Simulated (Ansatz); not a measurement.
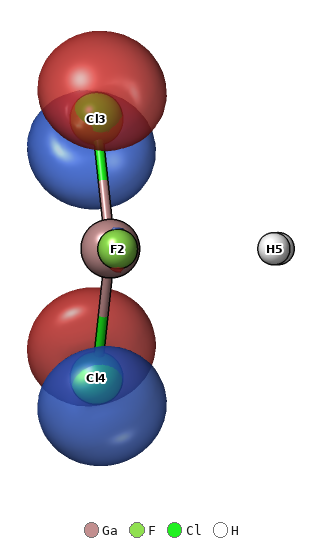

Figure. Cl$_{2}$FGa···H$_{2}$. One frontier orbital at ±0.15 Å⁻³ᐟ² (red and blue are the two phases), seen at a tilt.

The reactant side of a reaction path; geometry: PBE0-D4/def2-TZVP; a saddle point, not a minimum.

The calculation used Ansatz 0.2.0, RKS PBE0-D4/def2-TZVPP.

Input

```
crystal:
  periodic: [false, false, false]
  atoms:
    - {symbol: Ga, position_ang: [0.208796, -0.131195, -0.698197]}
    - {symbol: F, position_ang: [1.222721, 1.274768, -0.566640]}
    - {symbol: Cl, position_ang: [1.054021, -2.021016, -0.289684]}
    - {symbol: Cl, position_ang: [-1.722385, 0.096102, -1.517702]}
    - {symbol: H, position_ang: [-0.147438, 0.685186, 1.514769]}
    - {symbol: H, position_ang: [-0.615715, 0.096154, 1.557454]}
basis:
  gaussian: {orbitals: def2-TZVPP}
hamiltonian: {xc: pbe0, dispersion: d4}
output: {orbitals: {seedname: orbitals}}
```

Launched as:

```sh
ansatz run in.yaml --threads 4 --pin off --events-out ev --progress --plain --max-ram 9574MiB
```

**Which orbital is it: HOMO or LUMO?**

The HOMO, at −9.57 eV. It lies mainly on Cl3 (about 45 %) and Cl4 (about 45 %); largely a combination of lone pairs on Cl3 and Cl4.
